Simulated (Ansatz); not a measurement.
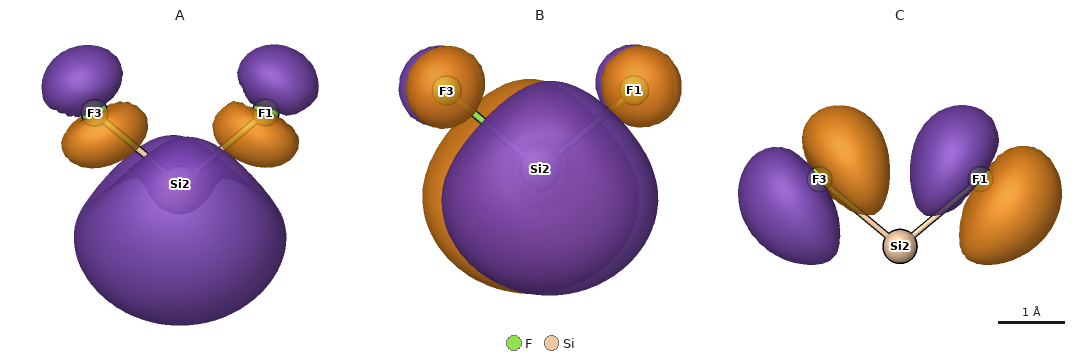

The picture shows: F2Si. Three frontier orbitals at ±0.1 Å⁻³ᐟ² (orange and purple are the two phases), in no order.

Geometry: PBE0-D4/def2-TZVP.

These are results of RKS PBE0-D4/def2-TZVPP in Ansatz, not measurements.

**Which picture is the HOMO−1, the HOMO and the LUMO?**

C is the HOMO−1 (−12.07 eV). Its weight (Hirshfeld) is mainly on F1 (about 45 %) and F3 (about 45 %); it is symmetric in the molecular plane (an in-plane orbital: σ, lone-pair or in-plane π type); largely a combination of lone pairs on F1 and F3. A is the HOMO (−8.30 eV). By Hirshfeld shares it lies mainly on Si2 (about 80 %), F1 (about 10 %) and F3 (about 10 %); it is symmetric in the molecular plane (an in-plane orbital: σ, lone-pair or in-plane π type). B is the LUMO (−2.13 eV). Its weight (Hirshfeld) is mainly on Si2 (about 85 %), F1 (about 5 %) and F3 (about 5 %); it changes sign across the molecular plane (π type).

**What is the HOMO–LUMO gap?**

6.17 eV between the orbital energies.
